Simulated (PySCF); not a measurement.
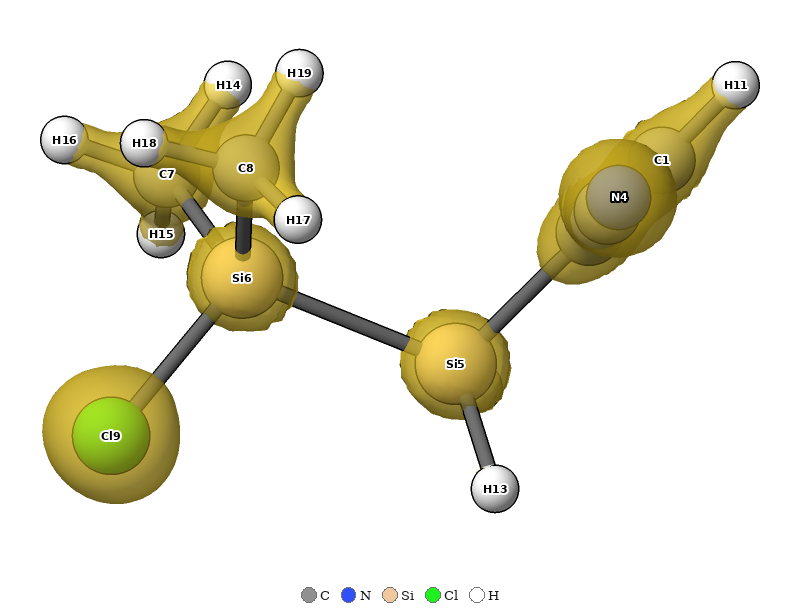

The picture shows: C5H10ClNSi2 (SMILES C=C(C#N)[SiH2][Si](C)(C)Cl). Isosurface of the electron density at 1.5 e/Å³ (yellow), seen from one side.

Geometry: GFN2-xTB.

Method: PBE0/pcSseg-1, SCF density, gas phase, non-relativistic (PySCF).

Input file:

```
{"job": {"kind": "nmr", "xc": "PBE0", "basis": "pcSseg-1"}, "charge": 0, "multiplicity": 1}
C      2.718811     0.191805    -1.157321
C      1.908260     0.696764    -0.227202
C      1.586086     2.065939    -0.248189
N      1.293887     3.175902    -0.223824
Si     1.094816    -0.318122     1.165743
Si    -1.193968    -0.458603     0.733950
C     -1.609982    -1.964289    -0.366033
C     -1.876440     1.121845    -0.087625
Cl    -2.198507    -0.729460     2.500138
H      2.981140    -0.852780    -1.156060
H      3.149119     0.796463    -1.941761
H      1.812027    -1.602307     1.139353
H      1.461372     0.360120     2.415631
H     -1.154485    -1.874578    -1.347685
H     -1.254068    -2.889251     0.079291
H     -2.682507    -2.066471    -0.509717
H     -1.569969     2.013002     0.453889
H     -2.963214     1.118132    -0.123969
H     -1.512179     1.225138    -1.106072
```

Run with:

```sh
OMP_NUM_THREADS=1 python probes_run.py task.json out
```

**What does this surface tell about the bonding?**

At this value the surface falls into eight separate pieces. It bridges the sampled C–N (1.15 Å) and C–C (1.33 Å) contacts, where the density stays above the isovalue. It is pinched off along the sampled C–Si (1.91 Å) and Si–Cl (2.05 Å) contacts. On the grid the lowest density along these lines, outside the cores, is 3.3 e/Å³ (C–N, 1.15 Å), 2.3 e/Å³ (C–C, 1.33 Å), 0.73 e/Å³ (C–Si, 1.91 Å) and 0.64 e/Å³ (Si–Cl, 2.05 Å).
